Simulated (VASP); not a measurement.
Band structure of Si2Mo (space group I4/mmm). These are PBE GGA, VASP's PBE PAW potentials (set 64) (plane waves; VASP 6.6.1) values and carry that method's errors.

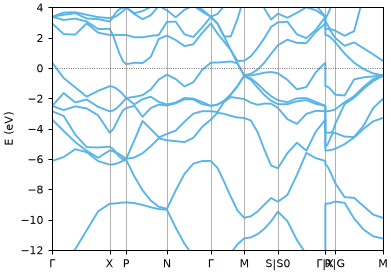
Figure. Bands along high-symmetry lines, zero at the valence-band maximum or, without a gap, the Fermi level

Problem. Read the plot: is there a gap, and where are the band edges?

Solution. It has no gap at this level: it comes out as a metal or semimetal.

The structure comes from a computed database's Si2Mo entry; how it stands against other phases isn't given here. The cell was not relaxed at this level.
